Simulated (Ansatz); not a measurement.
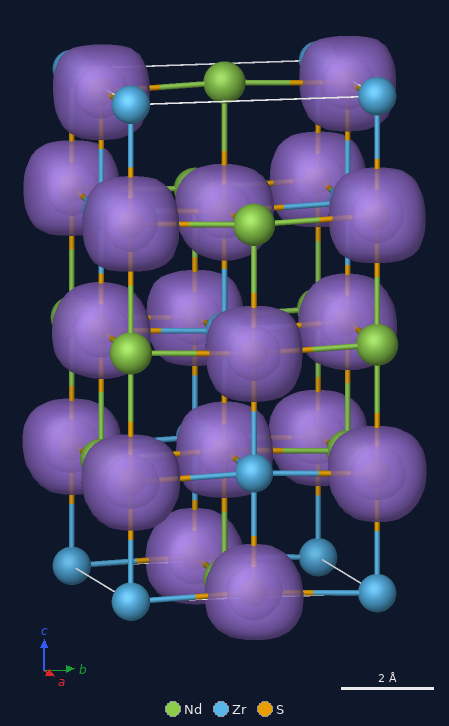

Figure. NdZrS2. Isosurface of the electron localisation function at 0.75 (purple), seen slightly off an axis. Core shells and regions of very low density are left out. Sticks mark near contacts.

Space group I4₁/amd; a generated structure, not necessarily the stable one; computed without spin polarisation; no Hubbard U on the f states and no spin–orbit coupling.

Level of theory: DFT PBE, scalar-relativistic, plane waves, PAW; 4f electrons in the core of a trivalent norm-conserving potential in Ansatz 0.2.0.

Core electrons are replaced by pseudopotentials, and the valence fields are smoothed inside the atomic spheres.

> Describe the localisation domains.

The ELF exceeds this value in eight regions wrapped around S (the valence shell of each), counted in one cell of 16 atoms. Any copies at cell faces, edges or corners count once. Profiles from the grid: Zr–S (2.63 Å): the ELF peaks at about 0.85 in the valence shell of S, 0.8 Å from its nucleus, and is about 0.25 at the midpoint; no shared electron pair shows on this line. Nd–S (2.76 Å): the ELF peaks at about 0.85 in the valence shell of S, 0.8 Å from its nucleus, and drops to about 0.15 between the two atoms; no localised pair shows between them.
